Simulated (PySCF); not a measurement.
[Au(PF3)2]+ (AuF$_{6}$P$_{2}$, charge +1).

Method: HF/def2-SVP; geometry: GFN2-xTB; program: PySCF. Core potentials replace the inner electrons of Au; spin–orbit coupling isn't included. This is a single-reference result, which may miss multireference character in this system. No frequency check shows the geometry to be a minimum. GFN2-xTB bond lengths at metals and heavier atoms can be off by up to 0.1 Å and shapes distorted, which carries into these values. Without diffuse functions Rydberg states are missing, so the states' numbers hold for this basis only.

Cartesian coordinates (Å):

```
Au1     -0.0000    0.0036    0.0000
P2       2.3163   -0.0034    0.0002
F3       3.0785    0.3877    1.3001
F4       3.0785    0.9271   -0.9889
F5       3.0785   -1.3250   -0.3116
P6      -2.3162   -0.0035    0.0002
F7      -3.0784   -1.0327    0.8853
F8      -3.0784   -0.2554   -1.3343
F9      -3.0784    1.2781    0.4487
```

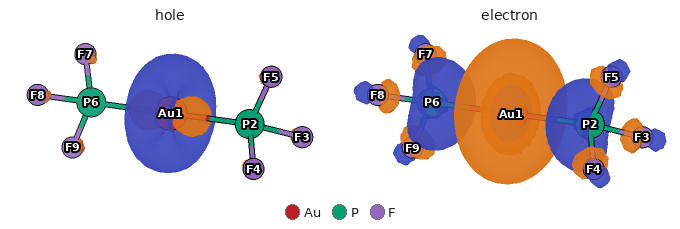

Leading natural transition orbital pair of S₃ (CIS singlet states); the surfaces enclose about 70 % of each orbital's density.

**What kind of excitation is it, and where does it lie?**

8.35 eV (148 nm), f = 0.000 (very weak), metal-centred; the leading pair carries 98 %; hole on Au1 (84 %) and P2 and P6 (6 % each), electron on Au1 (57 %) and P2 and P6 (16 % each); their centroids lie 0.0 Å apart. In canonical orbitals it is mainly HOMO → LUMO+2 (88 %). The HOMO–LUMO gap is 13.57 eV.
